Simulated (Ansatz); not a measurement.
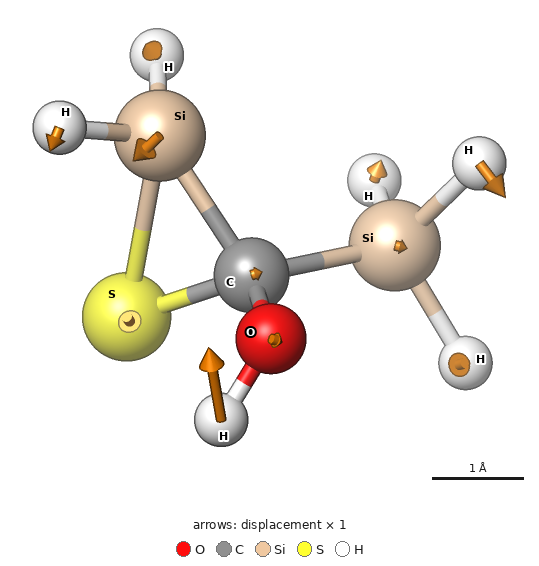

This is a relaxation of CH6OSSi2 (coarse preliminary run). The starting structure is drawn; orange arrows show the displacements, at their true length. The two geometries are superimposed by the best rigid fit.

A ball-and-stick model, seen at a tilt.

The start comes from a force field.

These are results of RKS PBE-D4/def2-SVP in Ansatz, not measurements.

Input file:
```yaml
crystal:
  periodic: [false, false, false]
  atoms:
    - {symbol: O, position_ang: [0.544100, 1.668800, 0.663700]}
    - {symbol: C, position_ang: [-0.094000, 0.503600, 0.112700]}
    - {symbol: Si, position_ang: [0.168500, -1.069200, 1.120100]}
    - {symbol: Si, position_ang: [0.208400, 0.150900, -1.667600]}
    - {symbol: S, position_ang: [-1.642600, 0.741400, -0.545400]}
    - {symbol: H, position_ang: [-0.214100, 2.367200, 0.858300]}
    - {symbol: H, position_ang: [1.679800, -1.388400, 1.155900]}
    - {symbol: H, position_ang: [-0.460900, -2.231700, 0.551500]}
    - {symbol: H, position_ang: [-0.251500, -0.867300, 2.577900]}
    - {symbol: H, position_ang: [0.361700, 1.253200, -2.599200]}
    - {symbol: H, position_ang: [-0.234000, -1.185500, -2.207300]}
basis:
  gaussian: {orbitals: def2-SVP}
hamiltonian: {xc: pbe, dispersion: d4}
relax: {f_tol: 0.03, max_steps: 200}
```

Run as
```bash
ansatz run in.yaml --threads 4 --pin off --events-out ev --progress --plain --max-ram 10444MiB
```

### Describe the change and its energy.

Over 14 accepted moves (15 points after the start) the energy falls by 0.971 eV. The largest force component goes from 2.5 to 0.025 eV/Å. The line search rejected the trial step at point 12 of the run. The atom that moves furthest after the best rigid fit is H6 (0.96 Å). By element the largest moves are H 0.96 Å, Si 0.48 Å, S 0.37 Å, O 0.16 Å, C 0.13 Å. Some distances before and after: C2–S5 1.699 → 1.985 Å, Si4–S5 2.244 → 2.120 Å, O1–H6 1.049 → 0.979 Å, Si3–H8 1.439 → 1.502 Å. Bond angles that change, for instance: S5–Si4–H11 99.8° → 120.1°, S5–Si4–H10 102.0° → 117.7°, Si4–C2–S5 78.6° → 66.3°. Groups turn about O1–C2 by about 80°. The run took 39 s on 4 threads of Arm Neoverse N1, on a shared host.
